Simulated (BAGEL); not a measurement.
# C3H7F (2-fluoropropane) at RI-MP2/cc-pVDZ (density fitting with qzvpp-jkfit)

What is the energy change on altering one bond length of C3H7F (2-fluoropropane) at RI-MP2/cc-pVDZ (density fitting with qzvpp-jkfit)? 

The calculation is run with BAGEL 1.2.2.

4 further runs of the same task are left out: 2 that didn't finish, 2 set aside as unsound or not needed. Runs told in other sessions of the task aren't counted.

**1. The molecule**

C3H7F: 11 atoms, total charge 0, spin state singlet. As SMILES, `CC(C)F`. Geometry: relaxed at PBE0-D4/def2-TZVP.

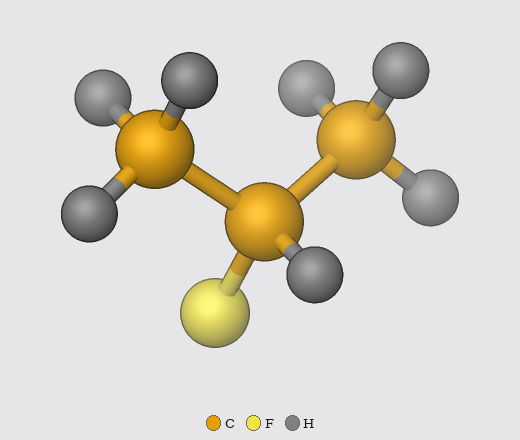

The structure, seen from a chosen angle (carbon amber, fluorine yellow, hydrogen grey).

**2. A single-point energy at RI-MP2/cc-pVDZ (density fitting with qzvpp-jkfit)**

mp2.json

```json
{ "bagel" : [

{
  "title" : "molecule",
  "basis" : "cc-pvdz.json",
  "df_basis" : "qzvpp-jkfit",
  "angstrom" : true,
  "geometry" : [
    { "atom" : "C", "xyz" : [      -0.234500,       1.045100,      -0.703000 ] },
    { "atom" : "C", "xyz" : [      -0.479600,      -0.306600,      -0.081300 ] },
    { "atom" : "C", "xyz" : [       0.626400,      -0.766200,       0.834700 ] },
    { "atom" : "F", "xyz" : [      -0.614100,      -1.242400,      -1.108400 ] },
    { "atom" : "H", "xyz" : [      -1.041900,       1.303400,      -1.390000 ] },
    { "atom" : "H", "xyz" : [      -0.180600,       1.814100,       0.071000 ] },
    { "atom" : "H", "xyz" : [       0.707700,       1.043900,      -1.256000 ] },
    { "atom" : "H", "xyz" : [      -1.436600,      -0.307200,       0.453700 ] },
    { "atom" : "H", "xyz" : [       1.578500,      -0.788700,       0.299400 ] },
    { "atom" : "H", "xyz" : [       0.417300,      -1.766700,       1.216600 ] },
    { "atom" : "H", "xyz" : [       0.722800,      -0.085600,       1.683800 ] }
  ]
},

{ "title" : "hf" },

{ "title" : "mp2", "ncore" : 4 }

]}
```

The basis set cc-pVDZ is read from a file made from the Basis Set Exchange's data (not shown).

Command:

```console
$ BAGEL_NUM_THREADS=1 BAGEL mp2.json > mp2.out
```

What it wrote:

```text
* using 1 threads per process

  ===============================================================
  ===============================================================

  *** Geometry ***

  { "atom" : "C", "xyz" : [     -0.443141,      1.974953,     -1.328477 ] },
  { "atom" : "C", "xyz" : [     -0.906313,     -0.579390,     -0.153635 ] },
  { "atom" : "C", "xyz" : [      1.183724,     -1.447908,      1.577354 ] },
  { "atom" : "F", "xyz" : [     -1.160481,     -2.347796,     -2.094572 ] },
  { "atom" : "H", "xyz" : [     -1.968906,      2.463069,     -2.626719 ] },
  { "atom" : "H", "xyz" : [     -0.341285,      3.428152,      0.134171 ] },
  { "atom" : "H", "xyz" : [      1.337359,      1.972685,     -2.373496 ] },
  { "atom" : "H", "xyz" : [     -2.714781,     -0.580524,      0.857369 ] },
  { "atom" : "H", "xyz" : [      2.982933,     -1.490427,      0.565784 ] },
  { "atom" : "H", "xyz" : [      0.788583,     -3.338579,      2.299041 ] },
  { "atom" : "H", "xyz" : [      1.365894,     -0.161761,      3.181921 ] },

  Number of auxiliary basis functions:      428

  Since a DF basis is specified, we compute 2- and 3-index integrals:
    o Being stored without compression. Storage requirement is 0.028 GB

  Number of basis functions:       91
  Number of electrons      :       34

    * METHOD: MOLECULE                             0.18

  *** RHF ***

  === Nuclear Repulsion ===
   133.0585992146

      * DIIS with orbital gradients will be used.

  === RHF iteration (cc-pvdz.json) ===
      0       -216.94494567          0.01431432           0.04
      1       -217.10056173          0.00632002           0.04
      2       -217.13120009          0.00165089           0.05
      3       -217.13361125          0.00058461           0.05
      4       -217.13384282          0.00006672           0.05
      5       -217.13384718          0.00001839           0.05
      6       -217.13384755          0.00000568           0.05
      7       -217.13384759          0.00000153           0.05
      8       -217.13384759          0.00000037           0.05
      9       -217.13384759          0.00000011           0.05
     10       -217.13384759          0.00000003           0.05
     11       -217.13384759          0.00000001           0.05
     12       -217.13384759          0.00000000           0.05
    * SCF iteration converged.

    * Permanent dipole moment:
           (   -0.121192,    -0.558790,    -0.590448) a.u.

    * METHOD: HF                                   0.80

  *** RHF ***

  === Nuclear Repulsion ===
   133.0585992146

      * DIIS with orbital gradients will be used.

  === RHF iteration (cc-pvdz.json) ===
      0       -217.13384759          0.00000000           0.05
    * SCF iteration converged.

    * Permanent dipole moment:
           (   -0.121192,    -0.558790,    -0.590448) a.u.

  === DF-MP2 calculation ===

    * freezing 4 orbitals
    * 3-index integral transformation done
    * assembly done

      MP2 correlation energy:   -0.6183656805      0.05

      MP2 total energy:       -217.7522132742

    * METHOD: MP2                                  0.18

  ===============================================================
```

Run time: 1.3 s. Hardware: 1 thread of Arm Neoverse V2, shared host.

**3. The distorted shape**

mp2.json

```json
{ "bagel" : [

{
  "title" : "molecule",
  "basis" : "cc-pvdz.json",
  "df_basis" : "qzvpp-jkfit",
  "angstrom" : true,
  "geometry" : [
    { "atom" : "C", "xyz" : [      -0.375854,       1.045280,      -0.620036 ] },
    { "atom" : "C", "xyz" : [      -0.620954,      -0.306420,       0.001664 ] },
    { "atom" : "C", "xyz" : [       0.485046,      -0.766020,       0.917664 ] },
    { "atom" : "F", "xyz" : [      -0.755454,      -1.242220,      -1.025436 ] },
    { "atom" : "H", "xyz" : [      -1.183254,       1.303580,      -1.307036 ] },
    { "atom" : "H", "xyz" : [      -0.321954,       1.814280,       0.153964 ] },
    { "atom" : "H", "xyz" : [       0.707700,       1.043900,      -1.256000 ] },
    { "atom" : "H", "xyz" : [      -1.577954,      -0.307020,       0.536664 ] },
    { "atom" : "H", "xyz" : [       1.437146,      -0.788520,       0.382364 ] },
    { "atom" : "H", "xyz" : [       0.275946,      -1.766520,       1.299564 ] },
    { "atom" : "H", "xyz" : [       0.581446,      -0.085420,       1.766764 ] }
  ]
},

{ "title" : "hf" },

{ "title" : "mp2", "ncore" : 4 }

]}
```

The basis set cc-pVDZ is read from a file made from the Basis Set Exchange's data (not shown).

Command:

```console
$ BAGEL_NUM_THREADS=1 BAGEL mp2.json > mp2.out
```

What it wrote:

```text
* using 1 threads per process

  ===============================================================
  ===============================================================

  *** Geometry ***

  { "atom" : "C", "xyz" : [     -0.710261,      1.975293,     -1.171698 ] },
  { "atom" : "C", "xyz" : [     -1.173433,     -0.579050,      0.003145 ] },
  { "atom" : "C", "xyz" : [      0.916604,     -1.447568,      1.734134 ] },
  { "atom" : "F", "xyz" : [     -1.427601,     -2.347456,     -1.937793 ] },
  { "atom" : "H", "xyz" : [     -2.236026,      2.463409,     -2.469940 ] },
  { "atom" : "H", "xyz" : [     -0.608405,      3.428492,      0.290950 ] },
  { "atom" : "H", "xyz" : [      1.337359,      1.972685,     -2.373496 ] },
  { "atom" : "H", "xyz" : [     -2.981901,     -0.580184,      1.014148 ] },
  { "atom" : "H", "xyz" : [      2.715812,     -1.490087,      0.722563 ] },
  { "atom" : "H", "xyz" : [      0.521462,     -3.338239,      2.455820 ] },
  { "atom" : "H", "xyz" : [      1.098774,     -0.161420,      3.338700 ] },

  Number of auxiliary basis functions:      428

  Since a DF basis is specified, we compute 2- and 3-index integrals:
    o Being stored without compression. Storage requirement is 0.028 GB

  Number of basis functions:       91
  Number of electrons      :       34

    * METHOD: MOLECULE                             0.19

  *** RHF ***

  === Nuclear Repulsion ===
   132.4592157773

      * DIIS with orbital gradients will be used.

  === RHF iteration (cc-pvdz.json) ===
      0       -216.93362510          0.01398033           0.05
      1       -217.08712749          0.00627244           0.05
      2       -217.11785308          0.00163362           0.05
      3       -217.12027602          0.00056786           0.05
      4       -217.12049626          0.00006938           0.05
      5       -217.12050112          0.00001966           0.05
      6       -217.12050158          0.00000631           0.06
      7       -217.12050163          0.00000169           0.05
      8       -217.12050163          0.00000041           0.05
      9       -217.12050164          0.00000014           0.05
     10       -217.12050164          0.00000006           0.05
     11       -217.12050164          0.00000001           0.05
     12       -217.12050164          0.00000000           0.05
    * SCF iteration converged.

    * Permanent dipole moment:
           (   -0.072257,    -0.548294,    -0.623570) a.u.

    * METHOD: HF                                   0.81

  *** RHF ***

  === Nuclear Repulsion ===
   132.4592157773

      * DIIS with orbital gradients will be used.

  === RHF iteration (cc-pvdz.json) ===
      0       -217.12050164          0.00000000           0.05
    * SCF iteration converged.

    * Permanent dipole moment:
           (   -0.072257,    -0.548294,    -0.623570) a.u.

  === DF-MP2 calculation ===

    * freezing 4 orbitals
    * 3-index integral transformation done
    * assembly done

      MP2 correlation energy:   -0.6204615254      0.04

      MP2 total energy:       -217.7409631605

    * METHOD: MP2                                  0.16

  ===============================================================
```

It took 1.3 s on 1 thread of Arm Neoverse V2, shared host.

**4. What came out**

Level: RI-MP2/cc-pVDZ (density fitting with qzvpp-jkfit), 4 core orbitals frozen.

| quantity | value |
| --- | --- |
| first shape: total energy | -217.75221 Eh |
| first shape: correlation energy (4 core orbitals frozen) | -618.4 mEh |
| distorted shape: total energy | -217.74096 Eh |
| distorted shape: correlation energy (4 core orbitals frozen) | -620.5 mEh |
| energy change with the C1–H7 bond stretched from 1.092 to 1.256 Å | 0.306 eV |

**Reading.** With the C1–H7 bond stretched from 1.092 to 1.256 Å the energy rises by 0.31 eV (29.5 kJ/mol). The first shape isn't relaxed at this level, so the change isn't measured from a minimum.
